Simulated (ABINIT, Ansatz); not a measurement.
# NdAl (Pm-3m): phonons by linear response, part 2 of 3

How does NdAl (Pm-3m) vibrate, and is this structure a minimum?

ABINIT 10.8.3; DFT PBEsol, scalar-relativistic, plane waves, PseudoDojo norm-conserving, 4f in core pseudopotentials (the lanthanide files made for PBE).

So far. Step 4 (Zone-centre response): The acoustic modes at Γ come out as far as 1.9 cm⁻¹ from zero, where they should vanish, a small numerical error. The relaxed cell has a = 3.677 Å (conventional setting).

## (5) Modes with the sum rule

anaddb reads the merged derivatives and imposes the acoustic sum rule.

The input, anaddb.abi:

```
ddb_filepath "gamma_DDB"
output_file "anaddb.abo"
outdata_prefix "anaddb"
asr 1
chneut 1
enunit 2
eivec 1
nph1l 1
qph1l 0.0 0.0 0.0 1.0
```

The input, mrgddb.in:

```
gamma_DDB
merged
2
dfpt_gammao_DDB
gso_DDB
```

Started as:

```console
mrgddb < mrgddb.in > mrgddb.log
OMP_NUM_THREADS=1 anaddb anaddb.abi > anaddb.log
```

Numbers of over 12 decimals in the logs are rounded to 6 here.

anaddb.abo, the main output file:

```text
-outvars_anaddb: echo values of input variables ----------------------

 Miscellaneous information :
      enunit         2
       eivec         1
         asr         1
 First list of wavevector (reduced coord.) :
       nph1l         1
       qph1l
                     0.00000000E+00  0.00000000E+00  0.00000000E+00    1.000E+00

================================================================================

 read the DDB information and perform some checks

  ==== Info on the Cryst% object ====
 Real(R)+Recip(G) space primitive vectors, cartesian coordinates (Bohr,Bohr^-1):
 R(1)=  6.9485652  0.0000000  0.0000000  G(1)=  0.1439146  0.0000000  0.0000000
 R(2)=  0.0000000  6.9485652  0.0000000  G(2)=  0.0000000  0.1439146  0.0000000
 R(3)=  0.0000000  0.0000000  6.9485652  G(3)=  0.0000000  0.0000000  0.1439146
 Unit cell volume ucvol=  3.3549451E+02 bohr^3
 Angles (23,13,12)=  9.00000000E+01  9.00000000E+01  9.00000000E+01 degrees
 Time-reversal symmetry is present
 Reduced atomic positions [iatom, xred, symbol]:
    1)    0.5000000  0.5000000  0.5000000  Nd
    2)    0.0000000  0.0000000  0.0000000  Al

 DDB file with 3 blocks has been read.

================================================================================

 Treat the first list of vectors

  Phonon wavevector (reduced coordinates) :  0.00000  0.00000  0.00000
 Phonon energies in Hartree :
   0.000000E+00  0.000000E+00  0.000000E+00  9.443145E-04  9.443145E-04
   9.443145E-04
 Phonon energies in meV     :
-  0.000000E+00  0.000000E+00  0.000000E+00  2.569611E+01  2.569611E+01
-  2.569611E+01
 Phonon frequencies in cm-1    :
-  0.000000E+00  0.000000E+00  0.000000E+00  2.072531E+02  2.072531E+02
-  2.072531E+02
 Phonon frequencies in Thz     :
-  0.000000E+00  0.000000E+00  0.000000E+00  6.213291E+00  6.213291E+00
-  6.213291E+00
 Phonon energies in Kelvin  :
-  0.000000E+00  0.000000E+00  0.000000E+00  2.981909E+02  2.981909E+02
-  2.981909E+02

 Eigendisplacements
 (will be given, for each mode : in cartesian coordinates
   for each atom the real part of the displacement vector,
   then the imaginary part of the displacement vector - absolute values smaller than 1.0d-7 are set to zero)
  Mode number    1   Energy    0.000000E+00
 Attention : low frequency mode.
   (Could be unstable or acoustic mode)
-  1  0.00000000E+00  0.00000000E+00  1.78994934E-03
-     0.00000000E+00  0.00000000E+00  0.00000000E+00
-  2  0.00000000E+00  0.00000000E+00  1.78994963E-03
-     0.00000000E+00  0.00000000E+00  0.00000000E+00
  Mode number    2   Energy    0.000000E+00
 Attention : low frequency mode.
   (Could be unstable or acoustic mode)
-  1  0.00000000E+00 -1.78994934E-03  0.00000000E+00
-     0.00000000E+00  0.00000000E+00  0.00000000E+00
-  2  0.00000000E+00 -1.78994963E-03  0.00000000E+00
-     0.00000000E+00  0.00000000E+00  0.00000000E+00
  Mode number    3   Energy    0.000000E+00
 Attention : low frequency mode.
   (Could be unstable or acoustic mode)
-  1  1.78994934E-03  0.00000000E+00  0.00000000E+00
-     0.00000000E+00  0.00000000E+00  0.00000000E+00
-  2  1.78994963E-03  0.00000000E+00  0.00000000E+00
-     0.00000000E+00  0.00000000E+00  0.00000000E+00
  Mode number    4   Energy    9.443145E-04
-  1  0.00000000E+00  0.00000000E+00  7.74161042E-04
-     0.00000000E+00  0.00000000E+00  0.00000000E+00
-  2  0.00000000E+00  0.00000000E+00 -4.13856936E-03
-     0.00000000E+00  0.00000000E+00  0.00000000E+00
  Mode number    5   Energy    9.443145E-04
-  1  0.00000000E+00 -7.74161042E-04  0.00000000E+00
-     0.00000000E+00  0.00000000E+00  0.00000000E+00
-  2  0.00000000E+00  4.13856936E-03  0.00000000E+00
-     0.00000000E+00  0.00000000E+00  0.00000000E+00
  Mode number    6   Energy    9.443145E-04
-  1  7.74161042E-04  0.00000000E+00  0.00000000E+00
-     0.00000000E+00  0.00000000E+00  0.00000000E+00
-  2 -4.13856936E-03  0.00000000E+00  0.00000000E+00
-     0.00000000E+00  0.00000000E+00  0.00000000E+00

 Analysis of degeneracies and characters (maximum tolerance=1.00E-06 a.u.)
 For each vibration mode, or group of modes if degenerate,
 the characters are given for each symmetry operation (see the list in the log file).
 Symmetry characters of vibration mode #   1
       degenerate with vibration modes #   2 to    3
  3.0 -3.0 -1.0  1.0 -1.0  1.0 -1.0  1.0  1.0 -1.0 -1.0  1.0  1.0 -1.0 -1.0  1.0
 -0.0  0.0 -0.0  0.0  0.0 -0.0  0.0 -0.0  1.0 -1.0 -1.0  1.0 -1.0  1.0  1.0 -1.0
 -0.0  0.0  0.0 -0.0  0.0 -0.0 -0.0  0.0  1.0 -1.0  1.0 -1.0 -1.0  1.0 -1.0  1.0
 Symmetry characters of vibration mode #   4
       degenerate with vibration modes #   5 to    6
  3.0 -3.0 -1.0  1.0 -1.0  1.0 -1.0  1.0  1.0 -1.0 -1.0  1.0  1.0 -1.0 -1.0  1.0
 -0.0  0.0 -0.0  0.0  0.0 -0.0  0.0 -0.0  1.0 -1.0 -1.0  1.0 -1.0  1.0  1.0 -1.0
 -0.0  0.0  0.0 -0.0  0.0 -0.0 -0.0  0.0  1.0 -1.0  1.0 -1.0 -1.0  1.0 -1.0  1.0
-
```

Elapsed: 0.51 s, on 1 thread of Arm Neoverse V2, shared host.

No LO-TO term; unit eigenvectors of the mass-weighted matrix, from anaddb's displacements. The modes at Γ (shares of kinetic energy by element, %):

```csv
mode,frequency (cm⁻¹),symmetry,Nd %,Al %
1,0.0,acoustic,84,16
2,0.0,acoustic,84,16
3,0.0,acoustic,84,16
4,207.3,T1u,16,84
5,207.3,T1u,16,84
6,207.3,T1u,16,84
```

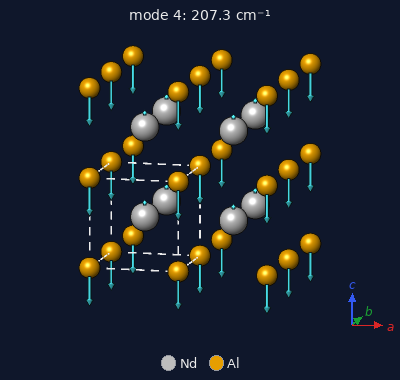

Displacement patterns of mode 4 at Γ; arrows are exaggerated. 2×2×2 cells are drawn. Some periodic images of atoms are drawn too.

The rule moves no optical mode by more than 0.1 cm⁻¹.

## (6) Phonons on a q mesh

Linear response treats each wavevector in the unit cell, with no supercell; the 2×2×2 mesh fixes the range of the force constants to be had.

The input, dfpt_q.abi:

```
ndtset 3

# wavevectors
qpt1 0.5 0.0 0.0
qpt2 0.5 0.5 0.0
qpt3 0.5 0.5 0.5

# displacements
getwfk_filepath "gso_WFK"
getwfq_filepath "gso_WFK"
kptopt 3
nqpt 1
rfphon 1
rfatpol 1 2
rfdir 1 1 1
tolvrs 1.0d-10
prtwf 0

# basis, mesh and filling
ecut 22.0
ixc -116133
ngkpt 10 10 10
nshiftk 1
shiftk 0.0 0.0 0.0
istwfk *1
occopt 6
tsmear 0.01
nband 13
nstep 100
diemac 1000000.0
prtebands 0
prtgsr 0
useylm 1

# cell and atoms
acell 3*1.0 Angstrom
rprim 
    3.677022376 0.0 0.0
    0.0 3.677022376 0.0
    0.0 0.0 3.677022376
ntypat 2
znucl 60 13
natom 2
typat 1 2
xred 
    0.5 0.5 0.5
    0.0 0.0 0.0
pp_dirpath "./pseudo"
pseudos "Nd.upf, Al.upf"
```

Started as:

```console
OMP_NUM_THREADS=1 mpirun -n 4 abinit dfpt_q.abi > dfpt_q.log
```

dfpt_q.abo, the main output file:

```text
[banners, grids, parts of the stress and lines that vanish by symmetry left out]
- input  file    -> dfpt_q.abi
- output file    -> dfpt_q.abo
- root for input  files -> dfpt_qi
[...]
DATASET    1 : space group Pm -3 m (#221); Bravais cP (primitive cubic)
[...]
nfft =       27000          nkpt =        1000
[...]
DATASET    2 : space group Pm -3 m (#221); Bravais cP (primitive cubic)
[...]
nfft =       27000          nkpt =        1000
[...]
DATASET    3 : space group Pm -3 m (#221); Bravais cP (primitive cubic)
[...]
nfft =       27000          nkpt =        1000
[...]
== DATASET  1 ==================================================================
[...]
cutoff_energies: {ecut:  22.0, pawecutdg:  -1.0, }
[...]
Perturbation : displacement of atom   1   along direction   1
[...]
-ETOT  1   12.426990718856     -1.067E+03 2.663E+00 4.202E+04
 ETOT  2   4.631294     -7.796E+00 4.063E-01 5.857E+02
 ETOT  3   4.508205     -1.231E-01 2.642E-02 1.183E+01
 ETOT  4   4.505703     -2.501E-03 3.200E-03 5.342E-02
 ETOT  5   4.505662     -4.156E-05 5.042E-04 6.623E-04
[...]
At SCF step   10       vres2   =  2.01E-12 < tolvrs=  1.00E-10 =>converged.
[...]
Perturbation : displacement of atom   1   along direction   2
[...]
-ETOT  1   2.174862     -8.244E+02 2.564E+00 8.997E+01
[...]
At SCF step    9       vres2   =  1.16E-12 < tolvrs=  1.00E-10 =>converged.
[...]
Perturbation : displacement of atom   2   along direction   1
[...]
-ETOT  1   12.554512602764     -3.485E+01 1.610E+00 5.282E+04
[...]
At SCF step   10       vres2   =  9.46E-12 < tolvrs=  1.00E-10 =>converged.
[...]
Perturbation : displacement of atom   2   along direction   2
[...]
-ETOT  1   2.263853     -2.632E+01 1.904E+00 2.297E+02
[...]
At SCF step    8       vres2   =  1.01E-11 < tolvrs=  1.00E-10 =>converged.
[...]
Phonon wavevector (reduced coordinates) :  0.50000  0.00000  0.00000
 Phonon energies in Hartree :
[...]
Phonon frequencies in cm-1    :
-  8.217262E+01  8.217262E+01  1.307512E+02  2.065786E+02  2.065786E+02
-  2.161682E+02
[...]
== DATASET  2 ==================================================================
[...]
cutoff_energies: {ecut:  22.0, pawecutdg:  -1.0, }
[...]
- 13.00000   3.00000  180301                  znucl, zion, pspdat
[...]
Perturbation : displacement of atom   1   along direction   1
[...]
-ETOT  1   6.226060     -9.047E+02 3.134E+00 3.148E+03
[...]
At SCF step    8       vres2   =  1.32E-11 < tolvrs=  1.00E-10 =>converged.
[...]
Perturbation : displacement of atom   2   along direction   1
[...]
-ETOT  1   3.063119     -3.179E+01 1.141E+00 7.428E+01
[...]
ETOT  6   3.030314     -4.268E-10 2.995E-05 4.270E-09
 ETOT  7   3.030314     -1.442E-12 5.456E-06 2.230E-11
 At SCF step    7       vres2   =  2.23E-11 < tolvrs=  1.00E-10 =>converged.
[...]
Phonon wavevector (reduced coordinates) :  0.50000  0.50000  0.50000
 Phonon energies in Hartree :
[...]
Phonon frequencies in cm-1    :
-  1.291915E+02  1.291915E+02  1.291915E+02  2.479246E+02  2.479246E+02
-  2.479246E+02
[...]
strten2     0.0000000000E+00  0.0000000000E+00  0.0000000000E+00
           strten3     0.0000000000E+00  0.0000000000E+00  0.0000000000E+00
================================================================================
```

The job ended after 10 min (4 MPI ranks; 41 min of CPU time).

Numbers from this step:

```yaml
lowest_mode_on_the_q_mesh_acoustic_ones_at_the_zone_centre_apart: 18.12 cm⁻¹
```

Frequencies (cm⁻¹) before the sum rule at the irreducible wavevectors but Γ, which is solved apart; negative means imaginary. Frequencies by wavevector:

```csv
q (fractions),star,mode 1,mode 2,mode 3,mode 4,mode 5,mode 6
0.5 0 0,3,82.17,82.17,130.8,206.6,206.6,216.2
0.5 0.5 0,3,18.12,18.12,60.2,223.8,249.8,249.8
0.5 0.5 0.5,1,129.2,129.2,129.2,247.9,247.9,247.9
```

## (7) Dispersion

anaddb transforms the dynamical matrices to force constants and back along the path; points of the mesh come back as solved, but for the sum rule and, in polar crystals, the LO-TO term at Γ; the rest is interpolation.

The input, anaddb.abi:

```
ddb_filepath "all_DDB"
output_file "anaddb.abo"
outdata_prefix "anaddb"
ifcflag 1
ngqpt 2 2 2
nqshft 1
q1shft 0.0 0.0 0.0
asr 1
chneut 0
dipdip 0
dipquad 0
quadquad 0
enunit 0
eivec 0
nph1l 62
qph1l 
    0.0 0.0 0.0 1.0
    0.0 0.05 0.0 1.0
    0.0 0.1 0.0 1.0
    0.0 0.15 0.0 1.0
    0.0 0.2 0.0 1.0
    0.0 0.25 0.0 1.0
    0.0 0.3 0.0 1.0
    0.0 0.35 0.0 1.0
    0.0 0.4 0.0 1.0
    0.0 0.45 0.0 1.0
    0.0 0.5 0.0 1.0
    0.05 0.5 0.0 1.0
    0.1 0.5 0.0 1.0
    0.15 0.5 0.0 1.0
    0.2 0.5 0.0 1.0
    0.25 0.5 0.0 1.0
    0.3 0.5 0.0 1.0
    0.35 0.5 0.0 1.0
    0.4 0.5 0.0 1.0
    0.45 0.5 0.0 1.0
    0.5 0.5 0.0 1.0
    0.45 0.45 0.0 1.0
    0.4 0.4 0.0 1.0
    0.35 0.35 0.0 1.0
    0.3 0.3 0.0 1.0
    0.25 0.25 0.0 1.0
    0.2 0.2 0.0 1.0
    0.15 0.15 0.0 1.0
    0.1 0.1 0.0 1.0
    0.05 0.05 0.0 1.0
    0.0 0.0 0.0 1.0
    0.05 0.05 0.05 1.0
    0.1 0.1 0.1 1.0
    0.15 0.15 0.15 1.0
    0.2 0.2 0.2 1.0
    0.25 0.25 0.25 1.0
    0.3 0.3 0.3 1.0
    0.35 0.35 0.35 1.0
    0.4 0.4 0.4 1.0
    0.45 0.45 0.45 1.0
    0.5 0.5 0.5 1.0
    0.45 0.5 0.45 1.0
    0.4 0.5 0.4 1.0
    0.35 0.5 0.35 1.0
    0.3 0.5 0.3 1.0
    0.25 0.5 0.25 1.0
    0.2 0.5 0.2 1.0
    0.15 0.5 0.15 1.0
    0.1 0.5 0.1 1.0
    0.05 0.5 0.05 1.0
    0.0 0.5 0.0 1.0
    0.5 0.5 0.5 1.0
    0.5 0.5 0.45 1.0
    0.5 0.5 0.4 1.0
    0.5 0.5 0.35 1.0
    0.5 0.5 0.3 1.0
    0.5 0.5 0.25 1.0
    0.5 0.5 0.2 1.0
    0.5 0.5 0.15 1.0
    0.5 0.5 0.1 1.0
    0.5 0.5 0.05 1.0
    0.5 0.5 0.0 1.0
```

The input, mrgddb.in:

```
all_DDB
merged
4
dfpt_gammao_DDB
dfpt_qo_DS1_DDB
dfpt_qo_DS2_DDB
dfpt_qo_DS3_DDB
```

Started as:

```console
mrgddb < mrgddb.in > mrgddb.log
OMP_NUM_THREADS=1 anaddb anaddb.abi > anaddb.log
```

anaddb.abo, the main output file:

```text
[banners, grids, parts of the stress and lines that vanish by symmetry left out]
-outvars_anaddb: echo values of input variables ----------------------

 Flags :
[...]
Phonon wavevector (reduced coordinates) :  0.00000  0.00000  0.00000
 Phonon energies in Hartree :
[...]
Phonon frequencies in cm-1    :
-  0.000000E+00  0.000000E+00  0.000000E+00  2.072531E+02  2.072531E+02
-  2.072531E+02
[...]
Phonon wavevector (reduced coordinates) :  0.00000  0.05000  0.00000
 Phonon energies in Hartree :
[...]
Phonon frequencies in cm-1    :
-  1.281236E+01  1.281236E+01  1.983557E+01  2.072390E+02  2.072390E+02
-  2.075356E+02
[...]
Phonon wavevector (reduced coordinates) :  0.00000  0.10000  0.00000
 Phonon energies in Hartree :
[...]
Phonon frequencies in cm-1    :
-  2.531390E+01  2.531390E+01  3.924849E+01  2.071974E+02  2.071974E+02
-  2.083409E+02
[...]
Phonon wavevector (reduced coordinates) :  0.00000  0.15000  0.00000
 Phonon energies in Hartree :
[...]
Phonon frequencies in cm-1    :
-  3.720073E+01  3.720073E+01  5.781960E+01  2.071309E+02  2.071309E+02
-  2.095505E+02
[...]
Phonon wavevector (reduced coordinates) :  0.00000  0.20000  0.00000
 Phonon energies in Hartree :
[...]
Phonon frequencies in cm-1    :
-  4.818275E+01  4.818275E+01  7.513571E+01  2.070439E+02  2.070439E+02
-  2.109919E+02
[...]
Phonon wavevector (reduced coordinates) :  0.00000  0.25000  0.00000
 Phonon energies in Hartree :
[...]
Phonon frequencies in cm-1    :
-  5.799010E+01  5.799010E+01  9.079066E+01  2.069430E+02  2.069430E+02
-  2.124713E+02
  Phonon wavevector (reduced coordinates) :  0.00000  0.30000  0.00000
 Phonon energies in Hartree :
[...]
Phonon frequencies in cm-1    :
-  6.637940E+01  6.637940E+01  1.043849E+02  2.068369E+02  2.068369E+02
-  2.138102E+02
  Phonon wavevector (reduced coordinates) :  0.00000  0.35000  0.00000
 Phonon energies in Hartree :
[...]
Phonon frequencies in cm-1    :
-  7.313971E+01  7.313971E+01  1.155262E+02  2.067365E+02  2.067365E+02
-  2.148794E+02
  Phonon wavevector (reduced coordinates) :  0.00000  0.40000  0.00000
 Phonon energies in Hartree :
[...]
Phonon frequencies in cm-1    :
-  7.809840E+01  7.809840E+01  1.238384E+02  2.066533E+02  2.066533E+02
-  2.156192E+02
  Phonon wavevector (reduced coordinates) :  0.00000  0.45000  0.00000
 Phonon energies in Hartree :
[...]
Phonon frequencies in cm-1    :
-  8.112680E+01  8.112680E+01  1.289878E+02  2.065981E+02  2.065981E+02
-  2.160362E+02
  Phonon wavevector (reduced coordinates) :  0.00000  0.50000  0.00000
 Phonon energies in Hartree :
[...]
Phonon frequencies in cm-1    :
-  8.214527E+01  8.214527E+01  1.307340E+02  2.065788E+02  2.065788E+02
-  2.161684E+02
  Phonon wavevector (reduced coordinates) :  0.05000  0.50000  0.00000
 Phonon energies in Hartree :
[...]
Phonon frequencies in cm-1    :
-  8.087260E+01  8.167788E+01  1.280065E+02  2.070166E+02  2.084528E+02
-  2.171686E+02
  Phonon wavevector (reduced coordinates) :  0.10000  0.50000  0.00000
 Phonon energies in Hartree :
[...]
Phonon frequencies in cm-1    :
-  7.720009E+01  8.030606E+01  1.205701E+02  2.082821E+02  2.133312E+02
-  2.199967E+02
  Phonon wavevector (reduced coordinates) :  0.15000  0.50000  0.00000
 Phonon energies in Hartree :
[...]
Phonon frequencies in cm-1    :
-  7.149963E+01  7.812145E+01  1.098725E+02  2.102378E+02  2.197752E+02
-  2.242045E+02
[...]
Phonon wavevector (reduced coordinates) :  0.40000  0.50000  0.40000
 Phonon energies in Hartree :
[...]
Phonon frequencies in cm-1    :
-  1.124178E+02  1.177600E+02  1.246125E+02  2.427262E+02  2.478551E+02
-  2.487195E+02
  Phonon wavevector (reduced coordinates) :  0.35000  0.50000  0.35000
 Phonon energies in Hartree :
[...]
Phonon frequencies in cm-1    :
-  9.412325E+01  1.064407E+02  1.193412E+02  2.369830E+02  2.468542E+02
-  2.485314E+02
  Phonon wavevector (reduced coordinates) :  0.30000  0.50000  0.30000
 Phonon energies in Hartree :
[...]
Phonon frequencies in cm-1    :
-  7.298519E+01  9.558425E+01  1.127215E+02  2.302053E+02  2.445009E+02
-  2.468095E+02
  Phonon wavevector (reduced coordinates) :  0.25000  0.50000  0.25000
 Phonon energies in Hartree :
[...]
Phonon frequencies in cm-1    :
-  5.391139E+01  8.932337E+01  1.054179E+02  2.233427E+02  2.406476E+02
-  2.429961E+02
  Phonon wavevector (reduced coordinates) :  0.20000  0.50000  0.20000
 Phonon energies in Hartree :
[...]
Phonon frequencies in cm-1    :
-  4.527659E+01  9.087740E+01  9.815849E+01  2.172268E+02  2.354405E+02
-  2.368773E+02
  Phonon wavevector (reduced coordinates) :  0.15000  0.50000  0.15000
 Phonon energies in Hartree :
[...]
Phonon frequencies in cm-1    :
-  5.207010E+01  9.165623E+01  1.000688E+02  2.124038E+02  2.286404E+02
-  2.293048E+02
[...]
Phonon wavevector (reduced coordinates) :  0.50000  0.50000  0.05000
 Phonon energies in Hartree :
[...]
Phonon frequencies in cm-1    :
-  2.690862E+01  2.690862E+01  6.275938E+01  2.243955E+02  2.497291E+02
-  2.497291E+02
  Phonon wavevector (reduced coordinates) :  0.50000  0.50000  0.00000
 Phonon energies in Hartree :
[...]
Phonon frequencies in cm-1    :
-  1.802933E+01  1.802933E+01  6.015786E+01  2.237735E+02  2.497714E+02
-  2.497714E+02
-
```

Run time: 0.52 s. Hardware: 1 thread.

Numbers from this step:

```
lowest frequency on the path : 0 cm⁻¹
```

Anaddb. Phonon branches along the path, in cm⁻¹:

```csv
point,branch 1,branch 2,branch 3,branch 4,branch 5,branch 6
Γ,0,0,0,207,207,207
X,82,82,131,207,207,216
M,18,18,60,224,250,250
Γ,0,0,0,207,207,207
R,129,129,129,248,248,248
X,82,82,131,207,207,216
jump to R,129,129,129,248,248,248
M,18,18,60,224,250,250
```

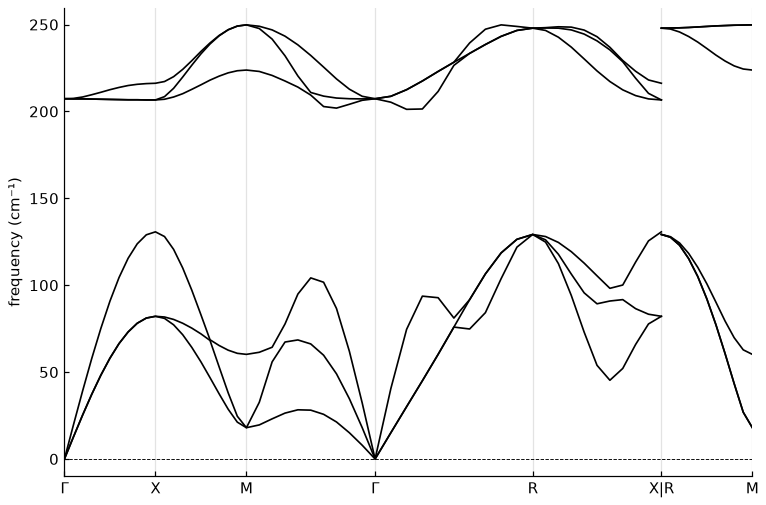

Phonon branches along the path.

All branches are real along the path.

(Part 2 of 3 ends here.)

[Host names and launcher messages were left out of these logs when they were recorded.]

[Logs are printed without paths, hosts, clocks, repeated set-up lines and the standing remarks that a program may print on its own settings, such as how far it seeks lower states.]

[Hosts, paths, dates, database ids (printed as entryN), source tags and the programs' standing remarks are cut or masked in the printed files.]
